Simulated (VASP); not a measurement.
# ScPbClO2 with BLYP + D4: from relaxation to properties, part 3 of 4

Aim: relax ScPbClO2, then compute properties on the relaxed cell. The cell is invented: it takes the structure of a Materials Project entry for BiPbO2F (space group 8 there), with some of its atoms replaced by other elements, volume scaled by an estimate. It may not be a known or stable phase.

VASP 6.6.1, plane waves and PAW; the level of theory is named at each step.

So far, gap on the k-mesh (eV): step 2 (rough relaxation of the start cell) 3.08; step 3 (full relaxation (BLYP + D4)) 2.94.

**5. Band structure (BLYP + D4)**

Level of this step: BLYP with D4; plane waves and PAW (Pb_d, Sc_sv, Cl, O); invented cell (VASP).

The mesh alone shows little of the dispersion and can miss band extrema, so KPOINTS_OPT adds a path through the symmetry points after the self-consistent cycle.

Input file INCAR:

```
SYSTEM = ScPbClO2
PREC = Accurate
ENCUT = 520
EDIFF = 1E-06
NELM = 100
ISMEAR = 0
SIGMA = 0.05
LREAL = .FALSE.
ALGO = Normal
GGA = B5
ALDAX = 1
AGGAX = 1
AGGAC = 1
ALDAC = 0
IVDW = 13
VDW_S6 = 1
VDW_S8 = 2.34076671
VDW_A1 = 0.44488865
VDW_A2 = 4.0933009
NBANDS = 37
LORBIT = 11
LWAVE = .FALSE.
LCHARG = .FALSE.
KPAR = 2
```

Input file POSCAR:

```
ScPbClO2
1.0
    3.1604049888     -1.8262475071      0.0237226300
    3.1604049888      1.8262475071      0.0237226300
   -0.0605173970      0.0000000000      7.5677176766
Pb Sc Cl O
1 1 1 2
Direct
    0.3720433836      0.3720433836      0.7435822550
    0.7049414063      0.7049414063      0.3371561294
    0.0377149051      0.0377149051      0.0835233722
    0.3716090113      0.3716090113      0.3732915355
    0.7054142936      0.7054142936      0.6117467079
```

Input file KPOINTS:

```
Automatic mesh
0
Gamma
7 7 3
0 0 0
```

Input file KPOINTS_OPT:

```
Line mode
16
Line-mode
Reciprocal
  0.00000000   0.00000000   0.00000000 GAMMA
 -0.50000000  -0.50000000   0.00000000 Y

 -0.50000000  -0.50000000   0.00000000 Y
 -0.50010231  -0.50010231   0.49941279 F

 -0.50010231  -0.50010231   0.49941279 F
 -0.50000000  -0.50000000   0.50000000 L

 -0.50000000  -0.50000000   0.50000000 L
 -0.66656054  -0.33343946   0.50000000 I

 -0.33343946   0.33343946   0.50000000 I1
  0.00000000   0.00000000   0.50000000 Z

  0.00000000   0.00000000   0.50000000 Z
 -0.49989769  -0.49989769   0.50058721 F1

 -0.50000000  -0.50000000   0.00000000 Y
 -0.66652634  -0.33347366   0.00000000 X1

 -0.33347366   0.33347366   0.00000000 X
  0.00000000   0.00000000   0.00000000 GAMMA

  0.00000000   0.00000000   0.00000000 GAMMA
 -0.50000000   0.00000000   0.00000000 N

 -0.50000000   0.00000000   0.50000000 M
  0.00000000   0.00000000   0.00000000 GAMMA
```

PAW data sets: Pb_d, Sc_sv, Cl and O (PBE family, release 64).

Started as:

```bash
> mpirun -np 2 vasp_std
```

The program printed:

```text
[... set-up lines as in an earlier step ...]
 entering main loop
       N       E                     dE             d eps       ncg     rms          rms(c)
DAV:   1     0.586491448760E+03    0.58649E+03   -0.20326E+04  3256   0.131E+03
DAV:   2     0.392145285790E+02   -0.54728E+03   -0.51465E+03  3256   0.412E+02
DAV:   3    -0.355003854142E+02   -0.74715E+02   -0.71722E+02  4198   0.165E+02
DAV:   4    -0.391972024595E+02   -0.36968E+01   -0.36775E+01  4760   0.402E+01
DAV:   5    -0.392720595715E+02   -0.74857E-01   -0.74822E-01  4414   0.542E+00    0.176E+01
DAV:   6    -0.310227347695E+02    0.82493E+01   -0.26184E+01  5267   0.430E+01    0.717E+00
DAV:   7    -0.307849972306E+02    0.23774E+00   -0.28917E+00  4611   0.119E+01    0.430E+00
DAV:   8    -0.306732731999E+02    0.11172E+00   -0.77931E-01  5104   0.636E+00    0.101E+00
DAV:   9    -0.306656110632E+02    0.76621E-02   -0.33765E-02  4856   0.163E+00    0.570E-01
DAV:  10    -0.306651341055E+02    0.47696E-03   -0.16329E-02  5136   0.988E-01    0.130E-01
DAV:  11    -0.306652524898E+02   -0.11838E-03   -0.85570E-04  4431   0.203E-01    0.705E-02
DAV:  12    -0.306653463112E+02   -0.93821E-04   -0.17668E-04  4496   0.937E-02    0.233E-02
DAV:  13    -0.306653620961E+02   -0.15785E-04   -0.25908E-05  4606   0.434E-02    0.136E-02
DAV:  14    -0.306653621993E+02   -0.10318E-06   -0.55924E-06  4064   0.176E-02
   1 F= -.33138776E+02 E0= -.33138776E+02  d E =-.244953E-21
 Start KPOINTS_OPT (optional k-point list driver)
k-point batch [1-44\160]
       N       E                     dE             ncg
DAV:   1     0.903867750120E+04   -0.43424E+05     3256
DAV:   2    -0.136547693527E+05   -0.22693E+05     3281
DAV:   3    -0.165597375858E+05   -0.29050E+04     4109
DAV:   4    -0.167184242844E+05   -0.15869E+03     4248
DAV:   5    -0.167239714362E+05   -0.55472E+01     4383
DAV:   6    -0.167241929589E+05   -0.22152E+00     4753
DAV:   7    -0.167241975460E+05   -0.45871E-02     4490
DAV:   8    -0.167241977187E+05   -0.17263E-03     4672
DAV:   9    -0.167241977224E+05   -0.37843E-05     2783
DAV:  10    -0.167241977229E+05   -0.49241E-06     2259
[...]
k-point batch [133-160\160]
       N       E                     dE             ncg
DAV:   1     0.133590869470E+05   -0.17220E+05     2080
DAV:   2    -0.110732928732E+04   -0.14466E+05     2087
DAV:   3    -0.297054641200E+04   -0.18632E+04     2638
DAV:   4    -0.307480504749E+04   -0.10426E+03     2704
DAV:   5    -0.307827087250E+04   -0.34658E+01     2746
DAV:   6    -0.307843476473E+04   -0.16389E+00     3041
DAV:   7    -0.307843728174E+04   -0.25170E-02     2813
DAV:   8    -0.307843740678E+04   -0.12504E-03     3028
DAV:   9    -0.307843740882E+04   -0.20409E-05     1778
DAV:  10    -0.307843740911E+04   -0.28775E-06     1449
```

Run time: 90 s. Hardware: 2 MPI ranks of Intel Xeon 6975P-C (Granite Rapids), shared host; peak memory 0.69 GiB.

OUTCAR, selected parts (step 5):

```text
   k-points           NKPTS =     44   k-points in BZ     NKDIM =     44   number of bands    NBANDS=     37

   NELECT =      44.0000    total number of electrons

 E-fermi :   4.4210

 k-point     1 :       0.0000    0.0000    0.0000
  band No.  band energies     occupation
    ...
     18       2.2154      2.00000
     19       2.2163      2.00000
     20       2.9600      2.00000
     21       2.9601      2.00000
     22       3.5013      2.00000
     23       7.8376      0.00000
     24       8.1704      0.00000
     25       8.1737      0.00000
     26       8.7816      0.00000
     27      10.4727      0.00000
    ...

  DFT-D4 for vdW energy calculation

  Edisp (eV):   -2.47341

  Total      -0.02077    -0.01483    -0.00417     0.00000     0.00000    -0.00079
  in kB      -0.38085    -0.27199    -0.07648     0.00000     0.00000    -0.01458
  external pressure =       -0.24 kB  Pullay stress =        0.00 kB

 POSITION                                       TOTAL-FORCE (eV/Angst)
 -----------------------------------------------------------------------------------
      2.30662      0.00000      5.64487        -0.000875      0.000000     -0.000680
      4.43540      0.00000      2.58495         0.001230      0.000000     -0.004396
      0.23333      0.00000      0.63387         0.004339      0.000000      0.002550
      2.32628      0.00000      2.84260        -0.001122      0.000000      0.006657
      4.42177      0.00000      4.66299        -0.003571      0.000000     -0.004131
 -----------------------------------------------------------------------------------
    total drift:                               -0.000162     -0.000000     -0.001767

  FREE ENERGIE OF THE ION-ELECTRON SYSTEM (eV)
  ---------------------------------------------------
  free  energy   TOTEN  =       -33.1387763546 eV

  energy  without entropy=      -33.1387763546  energy(sigma->0) =      -33.13877635

[... 7 parts as in an earlier step ...]

[... 9 further parts left out ...]
```

Within 0.02 Å the cell has space group P3m1; at a tight tolerance a small distortion makes it Cm. Spin-orbit coupling is off here; with elements this heavy it splits and shifts levels by tenths of an eV or more.

Numbers from this step:

```
SCF cycles                        : 14
bands                             : 37
Fermi energy                      : 4.421 eV
pressure                          : -0.02431 GPa
least gap on mesh and path        : 2.675 eV
least direct gap on mesh and path : 2.857 eV
valence top at k                  : 0, 0, 0.5
conduction bottom at k            : -0.5000, -0.5000, 0.1998
least direct gap at k             : -0.6666, -0.3334, 0.5
```

Electronic bands along the path, in eV, zero at the valence-band top; v1 is the highest filled band, c1 the lowest empty one:

| point | v4 | v3 | v2 | v1 | c1 | c2 | c3 | c4 |
| --- | --- | --- | --- | --- | --- | --- | --- | --- |
| Γ | -2.06 | -1.32 | -1.32 | -0.78 | 3.56 | 3.89 | 3.90 | 4.50 |
| Y | -2.00 | -1.65 | -1.30 | -0.84 | 2.68 | 3.83 | 4.04 | 4.51 |
| F | -2.19 | -1.52 | -1.19 | -0.61 | 2.70 | 3.75 | 3.91 | 4.49 |
| L | -2.19 | -1.52 | -1.19 | -0.61 | 2.70 | 3.75 | 3.91 | 4.49 |
| I | -2.25 | -2.02 | -1.73 | -0.05 | 2.81 | 3.84 | 4.07 | 4.37 |
| jump to I1 | -2.25 | -2.02 | -1.73 | -0.05 | 2.81 | 3.84 | 4.07 | 4.37 |
| Z | -2.08 | -1.32 | -1.32 | 0.00 | 3.04 | 3.93 | 3.93 | 4.18 |
| F1 | -2.19 | -1.52 | -1.19 | -0.61 | 2.70 | 3.75 | 3.91 | 4.49 |
| jump to Y | -2.00 | -1.65 | -1.30 | -0.84 | 2.68 | 3.83 | 4.04 | 4.51 |
| X1 | -2.20 | -1.42 | -0.94 | -0.46 | 3.05 | 3.16 | 4.16 | 4.17 |
| jump to X | -2.20 | -1.42 | -0.94 | -0.46 | 3.05 | 3.16 | 4.16 | 4.17 |
| Γ | -2.06 | -1.32 | -1.32 | -0.78 | 3.56 | 3.89 | 3.90 | 4.50 |
| N | -2.00 | -1.65 | -1.30 | -0.84 | 2.68 | 3.83 | 4.05 | 4.51 |
| jump to M | -2.19 | -1.52 | -1.19 | -0.60 | 2.70 | 3.75 | 3.91 | 4.50 |
| Γ | -2.06 | -1.32 | -1.32 | -0.78 | 3.56 | 3.89 | 3.90 | 4.50 |

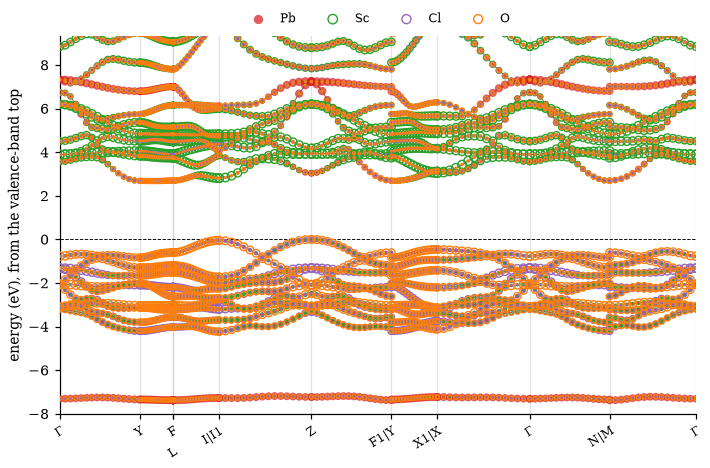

Electronic bands along the path; dots are coloured as in the legend, and their area grows with the weight.

The path lowers the gap by 0.27 eV against the mesh alone, so a band edge lies off the mesh.

**6. Density of states (BLYP + D4)**

Here the states are counted by energy and projected on the atoms. The mesh is finer than in the run before.

Changes to INCAR since step 5:

```diff
@@ -5,3 +5,3 @@
 NELM = 100
-ISMEAR = 0
+ISMEAR = -5
 SIGMA = 0.05
@@ -24 +24,2 @@
 KPAR = 2
+NEDOS = 2001
```

POSCAR is that of step 5.

Input file KPOINTS:

```
Automatic mesh
0
Gamma
10 10 5
0 0 0
```

Started as:

```bash
> mpirun -np 2 vasp_std
```

The program printed:

```text
[... set-up lines as in an earlier step ...]
 entering main loop
       N       E                     dE             d eps       ncg     rms          rms(c)
DAV:   1     0.587663872031E+03    0.58766E+03   -0.20276E+04 10434   0.131E+03
DAV:   2     0.395065371691E+02   -0.54816E+03   -0.51521E+03 10480   0.414E+02
DAV:   3    -0.352937590324E+02   -0.74800E+02   -0.71756E+02 13346   0.165E+02
DAV:   4    -0.391904904171E+02   -0.38967E+01   -0.38756E+01 15351   0.412E+01
DAV:   5    -0.392720697222E+02   -0.81579E-01   -0.81540E-01 14241   0.571E+00    0.176E+01
DAV:   6    -0.310295985198E+02    0.82425E+01   -0.26329E+01 16910   0.430E+01    0.718E+00
DAV:   7    -0.307843711132E+02    0.24523E+00   -0.28492E+00 14838   0.118E+01    0.430E+00
DAV:   8    -0.306732732785E+02    0.11110E+00   -0.78606E-01 16292   0.641E+00    0.101E+00
DAV:   9    -0.306654876395E+02    0.77856E-02   -0.34922E-02 15604   0.165E+00    0.571E-01
DAV:  10    -0.306650253904E+02    0.46225E-03   -0.16159E-02 16572   0.974E-01    0.132E-01
DAV:  11    -0.306651276710E+02   -0.10228E-03   -0.83627E-04 14004   0.203E-01    0.703E-02
DAV:  12    -0.306652257286E+02   -0.98058E-04   -0.18739E-04 13540   0.854E-02    0.245E-02
DAV:  13    -0.306652409399E+02   -0.15211E-04   -0.24566E-05 13722   0.316E-02    0.107E-02
DAV:  14    -0.306652419115E+02   -0.97163E-06   -0.35359E-06 12844   0.143E-02
   1 F= -.33138656E+02 E0= -.33138656E+02  d E =0.000000E+00
```

Run time: 92 s. Hardware: 2 MPI ranks; peak memory 1 GiB.

From OUTCAR (step 6):

```text
   k-points           NKPTS =    141   k-points in BZ     NKDIM =    141   number of bands    NBANDS=     37

   NELECT =      44.0000    total number of electrons

 E-fermi :   4.2272

 k-point     1 :       0.0000    0.0000    0.0000
  band No.  band energies     occupation
    ...
     18       2.2154      2.00000
     19       2.2162      2.00000
     20       2.9601      2.00000
     21       2.9602      2.00000
     22       3.5012      2.00000
     23       7.8375      0.00000
     24       8.1702      0.00000
     25       8.1735      0.00000
     26       8.7815      0.00000
     27      10.4724      0.00000
    ...

  DFT-D4 for vdW energy calculation

  Edisp (eV):   -2.47341

  Total      -0.01681    -0.01094     0.00103     0.00000     0.00000    -0.00078
  in kB      -0.30835    -0.20071     0.01883     0.00000     0.00000    -0.01424
  external pressure =       -0.16 kB  Pullay stress =        0.00 kB

 POSITION                                       TOTAL-FORCE (eV/Angst)
 -----------------------------------------------------------------------------------
      2.30662      0.00000      5.64487        -0.000877      0.000000     -0.000619
      4.43540      0.00000      2.58495         0.001232      0.000000     -0.004651
      0.23333      0.00000      0.63387         0.004336      0.000000      0.002655
      2.32628      0.00000      2.84260        -0.001119      0.000000      0.006734
      4.42177      0.00000      4.66299        -0.003573      0.000000     -0.004119
 -----------------------------------------------------------------------------------
    total drift:                               -0.000171     -0.000000     -0.001486

  FREE ENERGIE OF THE ION-ELECTRON SYSTEM (eV)
  ---------------------------------------------------
  free  energy   TOTEN  =       -33.1386560668 eV

  energy  without entropy=      -33.1386560668  energy(sigma->0) =      -33.13865607

[... 7 parts as in an earlier step ...]

[... 9 further parts left out ...]
```

Numbers from this step:

- irreducible k-points: 141
- Fermi energy: 4.227 eV
- pressure: -0.01634 GPa
- valence top at k: 0, 0, 0.4
- conduction bottom at k: 0.5, 0.5, 0.2
- least direct gap at k: -0.3, 0.3, 0.4
- gap on the k-mesh: 2.746 eV
- least direct gap on the k-mesh: 2.988 eV

The density of states has structure finer than the step of the table below, so its rows give means over 1 eV, whole bins alone (the curve runs from -12.0 to 5.99 eV). Peaks (eV: height): total -7.2: 15.4, -2.9: 13.3, -2.0: 9.21, 4.6: 8.70; O p -2.9: 5.34, -2.0: 3.41, -1.6: 3.59, -0.6: 3.53; Sc d 4.0: 6.09, 4.2: 4.57, 4.6: 5.34, 4.9: 5.02; Cl p -3.7: 1.67, -2.9: 1.95, -2.0: 2.16, -1.5: 1.86; Pb p 3.7: 0.506, 4.2: 0.949, 4.6: 0.595, 5.9: 0.791.

States under -12.0 eV and over 6.0 eV are left out. The density of states by energy, zero at the valence-band top; means over each step; 7 of 9 lines; values in states/eV/cell:

```csv
energy (eV),total,O p,Sc d,Cl p,Pb p,Pb s,Sc p
-8,0,0,0,0,0,0,0
-7,2.00,0.225,0.0112,0.0265,0.00925,1.05,0.00336
-6,0,0,0,0,0,0,0
-5,0,0,0,0,0,0,0
-4,2.90,0.754,0.109,0.621,0.146,0.0215,0.0304
-3,5.53,2.01,0.359,0.994,0.145,0.0293,0.0889
-2,4.99,1.87,0.302,1.16,0.0812,0.0310,0.0762
-1,3.59,1.53,0.140,0.653,0.0738,0.199,0.0203
0,1.00,0.511,0.0241,0.0949,0.0268,0.0966,0.00276
1,0,0,0,0,0,0,0
2,0,0,0,0,0,0,0
3,1.49,0.140,0.433,0.0217,0.252,0.0133,0.00661
4,4.73,0.215,2.78,0.0898,0.412,0.0210,0.0173
5,5.06,0.401,3.03,0.113,0.315,0.0347,0.0653
```

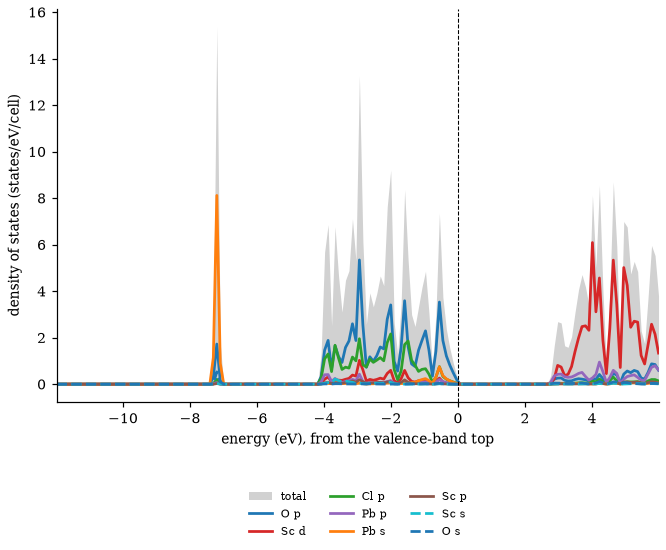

Density of states against energy.

The gap on this mesh is 2.75 eV, over the 2.68 eV of the band run, since this mesh misses a band edge. In the top eV of the valence band the largest shares in the PAW spheres are O p 49 %, Cl p 11 % and Pb s 8 %. The rest lies in smaller channels or between the spheres.

[end of part 3 of 4]

[Lines on the potential files, build, host, timing and source positions are cut from VASP's logs without a mark.]

[Logs are printed without paths, hosts, clocks, repeated set-up lines and the standing remarks that a program may print on its own settings, such as how far it seeks lower states.]

[Hosts, paths, dates, database ids (printed as entryN), source tags and the programs' standing remarks are cut or masked in the printed files.]

[A measured line is paired with the nearest computed mode of its activity, which favours agreement.]
